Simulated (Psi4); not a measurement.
# Interaction calculation of NBrClOF (part 2 of 2)

NBrClOF; PBEh-3c/def2-mSVP, RKS (Psi4 1.11). 

Geometry of the input (Å):
```
O  0.8812  0.2431  0.5119
N  0.1473  -0.4816  0.0291
F  -1.0285  0.2386  -0.5410
Cl -3.1255  1.9147  3.8755
Br -2.1501  3.4711  2.7851
```

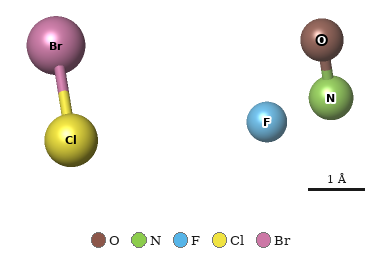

Fig. 1: The structure as given in the input (ball-and-stick view, seen at a tilt). Sticks are drawn by distance; a stretched bond gets none, so the picture shows separate pieces.

Log, continued:
```
  Cached 100.0% of DFT collocation blocks in 0.044 [GiB].

  Minimum eigenvalue in the overlap matrix is 3.2569445488E-02.
  Reciprocal condition number of the overlap matrix is 1.1441409737E-02.
    Using symmetric orthogonalization.

  ==> Pre-Iterations <==

  SCF Guess: Superposition of Atomic Densities via on-the-fly atomic UHF (no occupation information).

   -------------------------
    Irrep   Nso     Nmo
   -------------------------
     A         50      50
   -------------------------
    Total      50      50
   -------------------------

  ==> Iterations <==

                           Total Energy        Delta E     RMS |[F,P]|

   @DF-RKS iter SAD: -3031.06151468652524   -3.03106e+03   0.00000e+00
   @DF-RKS iter   1: -3032.45666838791340   -1.39515e+00   2.45437e-02 ADIIS/DIIS
   @DF-RKS iter   2: -3032.54026087565308   -8.35925e-02   1.90282e-02 ADIIS/DIIS
   @DF-RKS iter   3: -3032.68049253179242   -1.40232e-01   1.64356e-03 ADIIS/DIIS
   @DF-RKS iter   4: -3032.68416652727637   -3.67400e-03   2.96328e-04 ADIIS/DIIS
   @DF-RKS iter   5: -3032.68429015060110   -1.23623e-04   3.46776e-05 DIIS
   @DF-RKS iter   6: -3032.68429183524722   -1.68465e-06   4.50122e-06 DIIS
   @DF-RKS iter   7: -3032.68429186253888   -2.72917e-08   9.69297e-07 DIIS
  Energy and wave function converged.

  ==> Post-Iterations <==

   Electrons on quadrature grid:
      Ntotal   =   51.9999929123 ; deviation = -7.088e-06

    Final Occupation by Irrep:
              A
    DOCC [    26 ]
    NA   [    26 ]
    NB   [    26 ]

  @DF-RKS Final Energy: -3032.68429186253888

   => Energetics <=

    Nuclear Repulsion Energy =            147.4022109388972126
    One-Electron Energy =               -4510.1954295921286757
    Two-Electron Energy =                1399.3211027626164196
    DFT Exchange-Correlation Energy =     -69.2133256933313561
    Empirical Dispersion Energy =           0.0011497214078736
    VV10 Nonlocal Energy =                  0.0000000000000000
    Total Energy =                      -3032.6842918625384300

Computation Completed

Properties will be evaluated at   0.000000,   0.000000,   0.000000 [a0]

Properties computed using the SCF density matrix

 Multipole Moments:

 ------------------------------------------------------------------------------------
     Multipole            Electronic (a.u.)      Nuclear  (a.u.)        Total (a.u.)
 ------------------------------------------------------------------------------------

 L = 1.  Multiply by 2.5417464519 to convert [e a0] to [Debye]
 Dipole X            :        242.7139029         -242.6175909            0.0963120
 Dipole Y            :       -290.9393150          291.0929966            0.1536817
 Dipole Z            :       -308.8177373          308.7100629           -0.1076743
 Magnitude           :                                                    0.2109214

 ------------------------------------------------------------------------------------

	total time  =          1 seconds =       0.02 minutes

    Psi4 run time: 0:00:01.14

    -----------------------------------------------------------------------
                               Psi4 1.11 release

    h
    h
    h

    -----------------------------------------------------------------------

    Memory:     1.5 GiB
    Threads:    1
                ecpint, einsums, f̶o̶r̶t̶e̶, gauxc, gcp, g̶d̶m̶a̶, geometric, g̶p̶u̶_̶d̶f̶c̶c̶,
                i̶n̶t̶e̶g̶r̶a̶t̶o̶r̶x̶x̶, i̶p̶i̶, libefp, m̶d̶i̶, m̶p̶2̶d̶, m̶r̶c̶c̶, ooo,
                o̶p̶e̶n̶f̶e̶r̶m̶i̶o̶n̶p̶s̶i̶4̶, pcmsolver, p̶s̶i̶4̶f̶o̶c̶k̶c̶i̶, p̶s̶i̶x̶a̶s̶,
                p̶y̶e̶i̶n̶s̶u̶m̶s̶, r̶e̶s̶p̶, s̶i̶m̶i̶n̶t̶, s̶n̶s̶m̶p̶2̶,
                v̶2̶r̶d̶m̶_̶c̶a̶s̶s̶c̶f̶

  ==> Geometry <==

    Molecular point group: c1
    Full point group: C1

    Geometry (in Bohr), charge = 0, multiplicity = 1:

       Center              X                  Y                   Z               Mass
    ------------   -----------------  -----------------  -----------------  -----------------
         O            1.665302250799     0.459335729315     0.967256317316    15.994914619570
         N            0.278299966496    -0.910167691065     0.054972132990    14.003074004430
         F           -1.943621114556     0.450850859012    -1.022247347566    18.998403162730
         CL          -5.906339005118     3.618334201459     7.323709188257    34.968852682000
         BR          -4.063137936869     6.559466148599     5.263057334751    78.918337600000

  Running in c1 symmetry.

  Rotational constants: A =      0.10976  B =      0.00590  C =      0.00575 [cm^-1]
  Rotational constants: A =   3290.38564  B =    176.83189  C =    172.48869 [MHz]
  Nuclear repulsion =  342.259088410926836

  Charge       = 0
  Multiplicity = 1
  Electrons    = 76
  Nalpha       = 38
  Nbeta        = 38

  ==> Primary Basis <==

  Basis Set: DEF2-MSVP
    Blend: DEF2-MSVP
    Number of shells: 41
    Number of basis functions: 95
    Number of Cartesian functions: 102
    Spherical Harmonics?: true
    Max angular momentum: 2

   => Molecular Quadrature <=

    Radial Scheme          =       TREUTLER
    Pruning Scheme         =           NONE
    Nuclear Scheme         =       TREUTLER

    Blocking Scheme        =         OCTREE
    BS radius alpha        =              1
    Pruning alpha          =              1
    Radial Points          =             75
    Spherical Points       =            302
    Total Points           =         105784
    Total Blocks           =            861
    Max Points             =            256
    Max Functions          =             79
    Weights Tolerance      =       1.00E-15

  ==> Integral Setup <==

  DFHelper Memory: AOs need 0.037 GiB; user supplied 0.968 GiB.
  SCF_SUBTYPE=INCORE selected. In-core MEM_DF algorithm will be used.
  Using in-core AOs.

  ==> MemDFJK: Density-Fitted J/K Matrices <==

    J tasked:                   Yes
    K tasked:                   Yes
    wK tasked:                   No
    Memory [MiB]:               991
    Algorithm:                 Core
    Schwarz Cutoff:           1E-12
    Mask sparsity (%):      25.3961
    Fitting Condition:        1E-10

   => Auxiliary Basis Set <=

  Basis Set: (DEF2-MSVP AUX)
    Blend: DEF2-UNIVERSAL-JKFIT
    Number of shells: 173
    Number of basis functions: 625
    Number of Cartesian functions: 805
    Spherical Harmonics?: true
    Max angular momentum: 5

  Cached 100.0% of DFT collocation blocks in 0.150 [GiB].

  Minimum eigenvalue in the overlap matrix is 1.1805315457E-02.
  Reciprocal condition number of the overlap matrix is 3.3958991513E-03.
    Using symmetric orthogonalization.

  ==> Pre-Iterations <==

  SCF Guess: Superposition of Atomic Densities via on-the-fly atomic UHF (no occupation information).

   -------------------------
    Irrep   Nso     Nmo
   -------------------------
     A         95      95
   -------------------------
    Total      95      95
   -------------------------

  ==> Iterations <==

                           Total Energy        Delta E     RMS |[F,P]|

   @DF-RKS iter SAD: -3259.79602808434947   -3.25980e+03   0.00000e+00
   @DF-RKS iter   1: -3261.63615622449288   -1.84013e+00   1.36308e-02 ADIIS/DIIS
   @DF-RKS iter   2: -3261.63053991953120    5.61630e-03   1.22491e-02 ADIIS/DIIS
   @DF-RKS iter   3: -3261.89767264123611   -2.67133e-01   2.84594e-03 ADIIS/DIIS
   @DF-RKS iter   4: -3261.92252932953852   -2.48567e-02   3.72620e-04 ADIIS/DIIS
   @DF-RKS iter   5: -3261.92286749225332   -3.38163e-04   1.65027e-04 ADIIS/DIIS
   @DF-RKS iter   6: -3261.92297589883219   -1.08407e-04   6.31415e-05 DIIS
   @DF-RKS iter   7: -3261.92298873014943   -1.28313e-05   1.74434e-05 DIIS
   @DF-RKS iter   8: -3261.92299070974332   -1.97959e-06   4.65370e-06 DIIS
   @DF-RKS iter   9: -3261.92299097376053   -2.64017e-07   1.41419e-06 DIIS
   @DF-RKS iter  10: -3261.92299098861076   -1.48502e-08   2.58056e-07 DIIS
  Energy and wave function converged.

  ==> Post-Iterations <==

   Electrons on quadrature grid:
      Ntotal   =   75.9999994675 ; deviation = -5.325e-07

    Orbital Energies [Eh]
    ---------------------

    Doubly Occupied:

       1A   -484.580378     2A   -102.345610     3A    -63.241606
       4A    -56.947372     5A    -56.942277     6A    -56.942268
       7A    -25.093132     8A    -19.653538     9A    -14.890869
      10A     -9.811583    11A     -9.070629    12A     -7.501551
      13A     -7.489251    14A     -7.489235    15A     -6.849090
      16A     -6.830026    17A     -6.829987    18A     -2.862149
      19A     -2.856370    20A     -2.856331    21A     -2.840165
      22A     -2.840154    23A     -1.429554    24A     -1.279317
      25A     -0.987904    26A     -0.824504    27A     -0.798864
      28A     -0.656442    29A     -0.621706    30A     -0.617278
      31A     -0.497365    32A     -0.467794    33A     -0.461524
      34A     -0.442105    35A     -0.441796    36A     -0.391730
      37A     -0.340959    38A     -0.340642

    Virtual:

      39A     -0.098554    40A     -0.083553    41A      0.051566
      42A      0.320007    43A      0.373169    44A      0.469387
      45A      0.469605    46A      0.474947    47A      0.534196
      48A      0.539399    49A      0.539437    50A      0.629467
      51A      0.630443    52A      0.648621    53A      0.697413
      54A      0.699645    55A      0.733403    56A      0.810140
      57A      0.810151    58A      0.840075    59A      0.840291
      60A      0.847759    61A      0.857333    62A      0.945849
      63A      0.958190    64A      0.964052    65A      0.998600
      66A      0.998867    67A      1.152160    68A      1.215039
      69A      1.235017    70A      1.256897    71A      1.260118
      72A      1.269522    73A      1.302958    74A      1.359838
      75A      1.570675    76A      1.580399    77A      1.664659
      78A      1.729198    79A      1.904283    80A      1.931393
      81A      2.053371    82A      2.202873    83A      2.522584
      84A      2.632172    85A      2.703471    86A      2.868380
      87A      3.060466    88A      3.489536    89A      3.489545
      90A      3.509357    91A      3.509480    92A      3.734979
      93A     18.751958    94A     25.412848    95A     32.678543

    Final Occupation by Irrep:
              A
    DOCC [    38 ]
    NA   [    38 ]
    NB   [    38 ]

  @DF-RKS Final Energy: -3261.92299098861076

   => Energetics <=

    Nuclear Repulsion Energy =            342.2590884109268359
    One-Electron Energy =               -5215.1815030802690671
    Two-Electron Energy =                1695.1860821298323572
    DFT Exchange-Correlation Energy =     -84.1927866143285542
    Empirical Dispersion Energy =           0.0061281652278892
    VV10 Nonlocal Energy =                  0.0000000000000000
    Total Energy =                      -3261.9229909886107635

Computation Completed

Properties will be evaluated at   0.000000,   0.000000,   0.000000 [a0]

Properties computed using the SCF density matrix

 Multipole Moments:

 ------------------------------------------------------------------------------------
     Multipole            Electronic (a.u.)      Nuclear  (a.u.)        Total (a.u.)
 ------------------------------------------------------------------------------------

 L = 1.  Multiply by 2.5417464519 to convert [e a0] to [Debye]
 Dipole X            :        245.3501070         -244.8396631            0.5104438
 Dipole Y            :       -292.4814796          292.4541664           -0.0273133
 Dipole Z            :       -307.5396524          307.6326923            0.0930399
 Magnitude           :                                                    0.5195723

 ------------------------------------------------------------------------------------

	total time  =          4 seconds =       0.07 minutes

    Psi4 run time: 0:00:03.80

  //>>>>>>>>>>>>>>>>>>>>>>>>>>>>>>>>>>>//
  //          ManyBody Results         //
  //<<<<<<<<<<<<<<<<<<<<<<<<<<<<<<<<<<<//

   ==> N-Body: Non-Counterpoise Corrected (NoCP) energies <==

              MC n-Body  Total Energy            Interaction Energy                          N-body Contribution to Interaction Energy
                         [Eh]                    [Eh]                  [kcal/mol]            [Eh]                  [kcal/mol]
              §A  1    -3261.922725950477        0.000000000000        0.000000000000        0.000000000000        0.000000000000
     FULL/RTN §A  2    -3261.922990988611       -0.000265038133       -0.166313939634       -0.000265038133       -0.166313939634

   MC Legend: §A: "(auto)"

[set-up sections that repeat, and orbital energies of the middle runs, are left out above]
```

Standard output:
```
E = -0.000265038
```

Summary:

```tsv
quantity	value
outcome	converged
basis functions	95
wall time	9.9 s
peak memory	0.45 GiB
```
